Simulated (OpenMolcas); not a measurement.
**Ni²⁺ among point charges: CASSCF and CASPT2 levels and susceptibility**

Aim: the splitting of the states of Ni²⁺ in the field of 6 point charges, its lowest levels with spin-orbit coupling and its magnetic susceptibility.

Method: state-averaged CASSCF and CASPT2, spin-orbit coupling by RASSI with atomic mean-field integrals. Code: OpenMolcas 26.06.

### Step 1. The system

| Quantity | Value |
| --- | --- |
| Species | Ni²⁺ (nickel, Z = 28, 26 electrons) |
| Basis | ANO-RCC-VDZP [5s4p2d1f], 34 functions |
| Scalar Hamiltonian | DKH2, point nucleus |
| Inactive shells | 1s 2s 2p 3s 3p |
| Active space | 8 electrons in 5 orbitals (3d) |
| Some configurations of this space | 3d8 |
| Orbitals | optimised for each spin and parity, averaged over all roots |

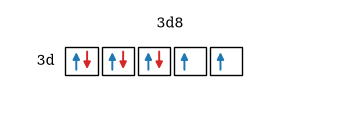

The shells outside the core, filled by Hund's rule for the drawing.

The ion sits among 6 point charges of -1.1 e arranged as an octahedron (Oh), 1.67 Å from the ion.

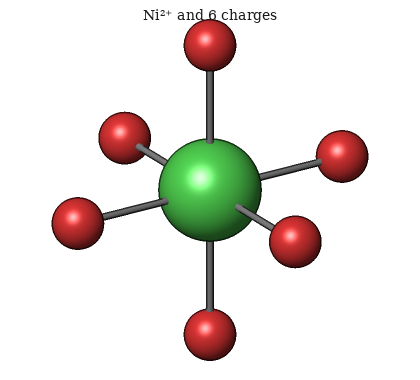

The ion and the point charges (red).

Each step is its own input file, run in one work folder so that later steps find the files of earlier ones. Labels, J, g values, rates, χT and fits are worked out afterwards by a script from the matrices that RASSI stores. The input lists half of the charges; inversion (Group=XYZ) makes the rest.

### Step 2. Basis and integrals

Input file a.inp:

```
&GATEWAY
Coord
1

Ni 0.0 0.0 0.0
Basis=ANO-RCC-VDZP
Group=XYZ
NoMove
AngMom=0.0 0.0 0.0
AMFI
XField
3 Angstrom 0
1.670000 0.000000 0.000000 -1.100000
0.000000 1.670000 0.000000 -1.100000
0.000000 0.000000 1.670000 -1.100000
&SEWARD
```

Run with:

```console
OMP_NUM_THREADS=1 MOLCAS_MEM=1689 MOLCAS_PROJECT=a pymolcas a.inp > a.log
```

The program printed:

```text
Basis set label: NI.ANO-RCC...5S4P2D1F.

      Electronic valence basis set:
      ------------------
      Associated Effective Charge  28.000000 au
      Associated Actual Charge     28.000000 au
      Nuclear Model: Point charge

      Shell  nPrim  nBasis  Cartesian Spherical Contaminant
         s      21       5        X
         p      15       4        X
         d      10       2                 X
         f       6       1                 X
                  Relativistic Douglas-Kroll-Hess integrals:
                    - DKH order of Hamiltonian: 2
                    - DKH order of Properties : 0
                  Atomic mean-field integrals
```

### Step 3. Reference wave functions, triplets of even parity, 10 roots

Input file a.inp:

```
&RASSCF
FileOrb=start.orb
Symmetry=1
Spin=3
nActEl=8 0 0
Inactive=3 6
Ras2=5 0
CIRoot=10 10 1
SDav=10
CIMx=300
Iter=120 100
PrWF=0.3
OrbListing=Nothing
MaxOrb=0
>>> COPY $Project.JobIph JOB001
```

start.orb holds the contracted functions of the basis, ordered by shell, or the orbitals of the step before.

The program printed, cut to the lines that bear on the results:

```text
[...]
      Number of active orbitals                  5
[...]
      Spin quantum number                      1.0
[...]
      Active orbitals                            5   0
[...]
      Number of CSFs                            10
      Number of root(s) required                10
[...]
      Convergence after 10 iterations
[...]
      Natural orbitals and occupation numbers for root  1
      sym 1:   1.000000   1.000000   2.000000   2.000000   2.000000
      Natural orbitals and occupation numbers for root  2
      sym 1:   1.919007   1.080993   1.080993   2.000000   1.919007
      Natural orbitals and occupation numbers for root  3
      sym 1:   1.940600   2.000000   1.059400   1.940600   1.059400
::    RASSCF root number  1 Total energy:  -1522.41165553
::    RASSCF root number  2 Total energy:  -1522.38790791
::    RASSCF root number  3 Total energy:  -1522.38790791
[...]
::    RASSCF root number  7 Total energy:  -1522.36966366
::    RASSCF root number  8 Total energy:  -1522.29398583
::    RASSCF root number  9 Total energy:  -1522.29398583
::    RASSCF root number 10 Total energy:  -1522.29398583
```

### Step 4. Reference wave functions, singlets of even parity, 15 roots

Input file a.inp:

```
&RASSCF
FileOrb=start.orb
Symmetry=1
Spin=1
nActEl=8 0 0
Inactive=3 6
Ras2=5 0
CIRoot=15 15 1
SDav=15
CIMx=300
Iter=120 100
PrWF=0.3
OrbListing=Nothing
MaxOrb=0
>>> COPY $Project.JobIph JOB002
```

The program printed, cut to the lines that bear on the results:

```text
[...]
      Number of active orbitals                  5
[...]
      Spin quantum number                      0.0
[...]
      Active orbitals                            5   0
[...]
      Number of CSFs                            15
      Number of root(s) required                15
[...]
      Convergence after  7 iterations
[...]
      Natural orbitals and occupation numbers for root  1
      sym 1:   1.114478   1.850434   1.114478   1.941742   1.978868
      Natural orbitals and occupation numbers for root  2
      sym 1:   1.114478   1.996928   1.114478   1.905621   1.868495
      Natural orbitals and occupation numbers for root  3
      sym 1:   1.343082   1.354897   1.999682   1.644965   1.657373
::    RASSCF root number  1 Total energy:  -1522.32634196
::    RASSCF root number  2 Total energy:  -1522.32634196
::    RASSCF root number  3 Total energy:  -1522.30818521
[...]
::    RASSCF root number 12 Total energy:  -1522.25928103
::    RASSCF root number 13 Total energy:  -1522.25928103
::    RASSCF root number 14 Total energy:  -1522.25928103
::    RASSCF root number 15 Total energy:  -1522.10185335
```

### Step 5. RASSI: spin-orbit coupling between the states

Input file a.inp:

```
&RASSI
NrOfJobIphs=2 10 15
1 2 3 4 5 6 7 8 9 10
1 2 3 4 5 6 7 8 9 10 11 12 13 14 15
IphNames
JOB001
JOB002
EJob
SpinOrbit
DIPRint=1.0
SOCoupling=1000.0
Subsets=2
Property=9
'ANGMOM' 1 'ANGMOM' 2 'ANGMOM' 3 'MLTPL  1' 1 'MLTPL  1' 2 'MLTPL  1' 3
'AMFI' 1 'AMFI' 2 'AMFI' 3
SOProperty=3
'ANGMOM' 1 'ANGMOM' 2 'ANGMOM' 3
```

The program printed, cut to the lines that bear on the results:

```text
SPIN-FREE ENERGIES:
  (Shifted by EMIN (a.u.) =      -1522.4116555347)
 SF State       Relative EMIN(au)   Rel lowest level(eV)    D:o, cm**(-1)      L_eff
     1             0.0000000000        0.0000000000              0.0000         3.0
     2             0.0237476205        0.6462056744           5212.0003         3.0
     3             0.0237476205        0.6462056744           5212.0003         3.0
     4             0.0237476205        0.6462056744           5212.0003         3.0
     5             0.0419918699        1.1426569901           9216.1502         3.0
     6             0.0419918699        1.1426569901           9216.1502         3.0
     7             0.0419918699        1.1426569901           9216.1502         3.0
    11             0.0853135780        2.3215007235          18724.1661         2.3
    12             0.0853135780        2.3215007235          18724.1661         2.3
    13             0.1034703202        2.8155708490          22709.1104         2.1
[...]
Eigenvalues of complex Hamiltonian:
   -----------------------------------
  (Shifted by EMIN (a.u.) =      -1522.4116555347)
 SO State       Relative EMIN(au)   Rel lowest level(eV)    D:o, cm**(-1)     J-value
     1            -0.0008617842        0.0000000000              0.0000         2.7
     2            -0.0008617842        0.0000000000              0.0000         2.9
     3            -0.0008617842        0.0000000000              0.0000         2.7
     4             0.0216318427        0.6120827716           4936.7805         2.8
     5             0.0216318427        0.6120827716           4936.7805         3.1
     6             0.0224196872        0.6335211127           5109.6924         2.4
     7             0.0224196872        0.6335211127           5109.6924         3.1
     8             0.0224196872        0.6335211127           5109.6924         3.1
     9             0.0246855068        0.6951772028           5606.9823         2.4
    10             0.0246855068        0.6951772028           5606.9823         2.4
    11             0.0246855068        0.6951772028           5606.9823         2.4
[...]
```

These steps: 6.9 s of run time, 1 thread of Intel Xeon Platinum 8259CL at 2.50GHz (Skylake/Cascade Lake), shared host.

States without spin-orbit coupling:

| state | degeneracy | E (cm-1) | free-ion L (%) |
| --- | --- | --- | --- |
| 3A2 | 1 | 0 | F (100) |
| 3T2 | 3 | 5212 | F (100) |
| 3T1 | 3 | 9216 | F (98) |
| 1E | 2 | 18724 | D (87) |
| 1T2 | 3 | 22709 | D (95) |
| 3T1 | 3 | 25826 | P (98) |
| 1A1 | 1 | 28887 | G (99) |
| 1T1 | 3 | 30176 | G (100) |
| 1E | 2 | 32732 | G (87) |
| 1T2 | 3 | 33442 | G (95) |
| 1A1 | 1 | 67994 | S (99) |

With spin-orbit coupling:

| E (cm-1) | Degeneracy | Label | 2S+1 |
| --- | --- | --- | --- |
| 0.0 | 3 | T2 | 3 |
| 4937 | 2 | E | 3 |
| 5110 | 3 | T1 | 3 |
| 5607 | 3 | T2 | 3 |
| 5735 | 1 | A2 | 3 |
| 8384 | 1 | A1 | 3 |
| 9011 | 3 | T1 | 3 |
| 9978 | 3 | T2 | 3 |
| 10051 | 2 | E | 3 |
| 18934 | 2 | E | 1 |
| 22611 | 3 | T2 | 1 |
| 25777 | 2 | E | 3 |
| 26023 | 3 | T2 | 3 |
| 26345 | 3 | T1 | 3 |
| 26608 | 1 | A1 | 3 |
| 29104 | 1 | A1 | 1 |
| 30386 | 3 | T1 | 1 |
| 32956 | 2 | E | 1 |
| 33655 | 3 | T2 | 1 |
| 68249 | 1 | A1 | 1 |

Powder χT (cm³ K/mol): 1.52 at 2 K, 1.52 at 5 K, 1.52 at 10 K, 1.53 at 20 K, 1.54 at 50 K, 1.56 at 100 K, 1.58 at 150 K, 1.60 at 200 K, 1.62 at 250 K, 1.64 at 300 K.

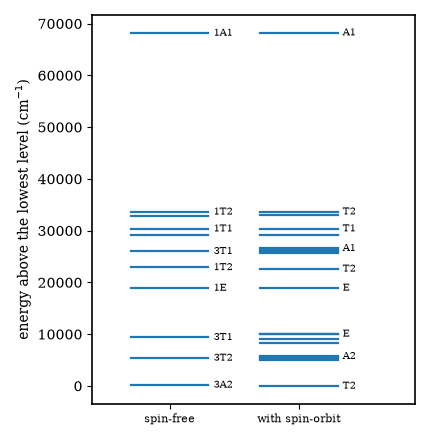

The states in the field without (left) and with (right) spin-orbit coupling.

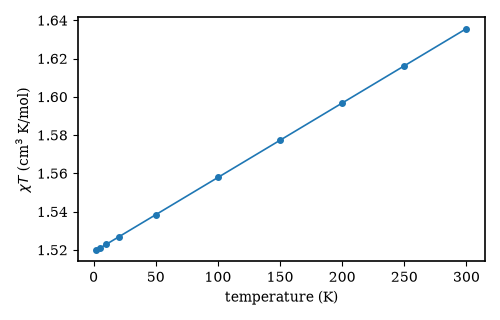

χT against temperature.

Orbitals of the lowest block (energies include the constant potential of the surroundings):

| shell | space | energy (hartree) | mean occupation | ⟨r²⟩ (bohr²) |
| --- | --- | --- | --- | --- |
| 1s | inactive | -307.4232 | 2.000 | 0.00389 |
| 2s | inactive | -37.2732 | 2.000 | 0.0700 |
| 2p | inactive | -31.7374 | 6.000 | 0.0566 |
| 3s | inactive | -3.6794 | 2.000 | 0.633 |
| 3p | inactive | -1.9849 | 6.000 | 0.718 |
| 3d | RAS2 |  | 8.000 | 1.30 |

### Step 6. CASPT2: IPEA 0.25, imaginary shift 0.1 (closed shells correlated: 3s 3p)

Input file a.inp:

```
>>> COPY JOB001 $Project.JobIph
&CASPT2
Multistate=10 1 2 3 4 5 6 7 8 9 10
NoMult
Frozen=2 3
IPEA=0.25
Imaginary=0.1
MaxIter=60
WThr=0.0 0.3 0.05
PrWF=0.5
NoMix
>>> COPY JOB002 $Project.JobIph
&CASPT2
Multistate=15 1 2 3 4 5 6 7 8 9 10 11 12 13 14 15
NoMult
Frozen=2 3
IPEA=0.25
Imaginary=0.1
MaxIter=60
WThr=0.0 0.3 0.05
PrWF=0.5
NoMix
```

Run with:

```console
OMP_NUM_THREADS=1 MOLCAS_MEM=1689 MOLCAS_PROJECT=a pymolcas a.inp > a.log
```

The program printed:

```text
Orbital specifications:
      -----------------------

      Symmetry species                           1   2
                                                ag  au
      Frozen orbitals                            2   3
      Inactive orbitals                          1   3
      Active orbitals                            5   0
      Secondary orbitals                         7  13
      Deleted orbitals                           0   0
      Number of basis functions                 15  19
Type of calculation                        SS-CASPT2
      Fock operator                              state-specific
      IPEA shift                                 0.25
      Real shift                                 0.00
      Imaginary shift                            0.10
      The input orbitals will be transformed to quasi-canonical
Reference energy:       -1522.4116555347
      E2 (Non-variational):      -0.4705520271
      Shift correction:          -0.0001344094
      E2 (Variational):          -0.4706864365
      Total energy:           -1522.8823419711
      Residual norm:              0.0000008053
      Reference weight:           0.93312
      Contributions to the CASPT2 correlation energy
      Active & Virtual Only:         -0.2359059915
      One Inactive Excited:          -0.1802636115
      Two Inactive Excited:          -0.0543824241
Reference energy:       -1522.3879079141
      E2 (Non-variational):      -0.4682567750
      Shift correction:          -0.0001333582
      E2 (Variational):          -0.4683901332
      Total energy:           -1522.8562980473
      Residual norm:              0.0000002380
      Reference weight:           0.93351
      Contributions to the CASPT2 correlation energy
      Active & Virtual Only:         -0.2340252780
      One Inactive Excited:          -0.1798504108
      Two Inactive Excited:          -0.0543810862
::    CASPT2 Root  1     Total energy:  -1522.88234197
::    CASPT2 Root  2     Total energy:  -1522.85629805
::    CASPT2 Root  3     Total energy:  -1522.85588567
::    CASPT2 Root  4     Total energy:  -1522.85689665
::    CASPT2 Root  5     Total energy:  -1522.83551562
::    CASPT2 Root  6     Total energy:  -1522.83464955
::    CASPT2 Root  7     Total energy:  -1522.83569407
::    CASPT2 Root  8     Total energy:  -1522.77567063
::    CASPT2 Root  9     Total energy:  -1522.77444851
::    CASPT2 Root 10     Total energy:  -1522.77470915
Orbital specifications:
      -----------------------

      Symmetry species                           1   2
                                                ag  au
      Frozen orbitals                            2   3
      Inactive orbitals                          1   3
      Active orbitals                            5   0
      Secondary orbitals                         7  13
      Deleted orbitals                           0   0
      Number of basis functions                 15  19
Type of calculation                        SS-CASPT2
      Fock operator                              state-specific
      IPEA shift                                 0.25
      Real shift                                 0.00
      Imaginary shift                            0.10
      The input orbitals will be transformed to quasi-canonical
Reference energy:       -1522.3263419566
      E2 (Non-variational):      -0.4834853801
      Shift correction:          -0.0001410622
      E2 (Variational):          -0.4836264423
      Total energy:           -1522.8099683990
      Residual norm:              0.0000000870
      Reference weight:           0.93069
      Contributions to the CASPT2 correlation energy
      Active & Virtual Only:         -0.2412480419
      One Inactive Excited:          -0.1816018922
      Two Inactive Excited:          -0.0606354461
Reference energy:       -1522.3263419566
      E2 (Non-variational):      -0.4835149290
      Shift correction:          -0.0001408969
      E2 (Variational):          -0.4836558259
      Total energy:           -1522.8099977825
      Residual norm:              0.0000000819
      Reference weight:           0.93070
      Contributions to the CASPT2 correlation energy
      Active & Virtual Only:         -0.2412636624
      One Inactive Excited:          -0.1816158251
      Two Inactive Excited:          -0.0606354414
::    CASPT2 Root  1     Total energy:  -1522.80996840
::    CASPT2 Root  2     Total energy:  -1522.80999778
::    CASPT2 Root  3     Total energy:  -1522.79153180
::    CASPT2 Root  4     Total energy:  -1522.79037956
::    CASPT2 Root  5     Total energy:  -1522.79163653
::    CASPT2 Root  6     Total energy:  -1522.76238831
::    CASPT2 Root  7     Total energy:  -1522.75048820
::    CASPT2 Root  8     Total energy:  -1522.75048504
::    CASPT2 Root  9     Total energy:  -1522.75031097
::    CASPT2 Root 10     Total energy:  -1522.73783065
::    CASPT2 Root 11     Total energy:  -1522.73767680
::    CASPT2 Root 12     Total energy:  -1522.73557057
::    CASPT2 Root 13     Total energy:  -1522.73581631
::    CASPT2 Root 14     Total energy:  -1522.73557194
::    CASPT2 Root 15     Total energy:  -1522.61310736
```

Time for this run: 2.2 s (1 thread of Intel Xeon Platinum 8259CL at 2.50GHz (Skylake/Cascade Lake), shared host).

SS-CASPT2: lowest energy less the reference's lowest, -0.4707 hartree; reference weights 0.925 to 0.934.

States without spin-orbit coupling:

| state | degeneracy | E (cm-1) | free-ion L (%) |
| --- | --- | --- | --- |
| 3A2 | 1 | 0 | F (100) |
| 3T2 | 3 | 5702 | F (100) |
| 3T1 | 3 | 10328 | F (98) |
| 1E | 2 | 15881 | D (87) |
| 1T2 | 3 | 20007 | D (95) |
| 3T1 | 3 | 23571 | P (98) |
| 1A1 | 1 | 26327 | G (99) |
| 1T1 | 3 | 28952 | G (100) |
| 1E | 2 | 31733 | G (87) |
| 1T2 | 3 | 32195 | G (95) |
| 1A1 | 1 | 59090 | S (99) |

With spin-orbit coupling:

```json
{"E (cm-1)": "0", "Degeneracy": "3", "Label": "T2", "2S+1": "3"}
{"E (cm-1)": "5430", "Degeneracy": "2", "Label": "E", "2S+1": "3"}
{"E (cm-1)": "5600", "Degeneracy": "3", "Label": "T1", "2S+1": "3"}
{"E (cm-1)": "6080", "Degeneracy": "3", "Label": "T2", "2S+1": "3"}
{"E (cm-1)": "6210", "Degeneracy": "1", "Label": "A2", "2S+1": "3"}
{"E (cm-1)": "9480", "Degeneracy": "1", "Label": "A1", "2S+1": "3"}
{"E (cm-1)": "10090", "Degeneracy": "3", "Label": "T1", "2S+1": "3"}
{"E (cm-1)": "11050", "Degeneracy": "2", "Label": "E", "2S+1": "3"}
{"E (cm-1)": "11060", "Degeneracy": "3", "Label": "T2", "2S+1": "3"}
{"E (cm-1)": "16170", "Degeneracy": "2", "Label": "E", "2S+1": "1"}
{"E (cm-1)": "19950", "Degeneracy": "3", "Label": "T2", "2S+1": "1"}
{"E (cm-1)": "23500", "Degeneracy": "2", "Label": "E", "2S+1": "3"}
{"E (cm-1)": "23720", "Degeneracy": "3", "Label": "T2", "2S+1": "3"}
{"E (cm-1)": "24080", "Degeneracy": "3", "Label": "T1", "2S+1": "3"}
{"E (cm-1)": "24330", "Degeneracy": "1", "Label": "A1", "2S+1": "3"}
{"E (cm-1)": "26540", "Degeneracy": "1", "Label": "A1", "2S+1": "1"}
{"E (cm-1)": "29150", "Degeneracy": "3", "Label": "T1", "2S+1": "1"}
{"E (cm-1)": "31950", "Degeneracy": "2", "Label": "E", "2S+1": "1"}
{"E (cm-1)": "32400", "Degeneracy": "3", "Label": "T2", "2S+1": "1"}
{"E (cm-1)": "59350", "Degeneracy": "1", "Label": "A1", "2S+1": "1"}
```

Powder χT (cm³ K/mol): 1.48 at 2 K, 1.48 at 5 K, 1.48 at 10 K, 1.48 at 20 K, 1.49 at 50 K, 1.51 at 100 K, 1.53 at 150 K, 1.55 at 200 K, 1.56 at 250 K, 1.58 at 300 K.

A ligand-field fit to the states below 45000 cm-1 gives 10Dq = 5934 cm-1, B = 1143 cm-1 and C = 4275 cm-1 (C/B = 3.74), with a deviation of 748 cm-1.

### Step 7. The methods side by side

A. CASSCF
B. SS-CASPT2, IPEA 0.25, imaginary shift 0.1 (closed shells correlated: 3s 3p)

| method | ground state | first state of that spin (cm-1) | first gap with spin-orbit (cm-1) | χT at 300 K |
| --- | --- | --- | --- | --- |
| A | 3A2 | 3T2 5212 | 4936.8 | 1.64 |
| B | 3A2 | 3T2 5702 | 5432.2 | 1.58 |

### Step 8. Summary of results

| quantity | value |
| --- | --- |
| method | SS-CASPT2, IPEA 0.25, imaginary shift 0.1 (closed shells correlated: 3s 3p) |
| spin-free ground state | 3A2, 1-fold in its orbital part |
| first state of the same spin within the active space | 3T2 at 5700 cm⁻¹ |
| lowest level | 3-fold T2 |
| next level | 5432.2 cm⁻¹ |
| χT at 300 K | 1.58 cm³ K/mol |
| effective moment at 300 K | 3.56 μB |

Cost by method:

| method | time of its own steps | time with the reference |
| --- | --- | --- |
| A. CASSCF | 6.9 s | 6.9 s |
| B. SS-CASPT2, IPEA 0.25, imaginary shift 0.1, +3s 3p | 2.2 s | 9 s |

Times are of one thread on a shared host.

**Reading.** The spin-free ground state (3A2) comes to 100 % from free-ion F terms and keeps the highest spin of the shell. χT at 300 K is 1.58, against 1.00 cm³ K/mol for the spin alone, so orbital moment adds to it. A ligand-field fit to the states below 45000 cm-1 gives 10Dq = 5934 cm-1, B = 1143 cm-1 and C = 4275 cm-1 (C/B = 3.74), with a deviation of 748 cm-1. CASPT2 does not keep the components of a term degenerate, and the means are used. The field of point charges can differ much from that of real complexes. Point charges carry no covalency, so the field is a model and not that of real ligands.
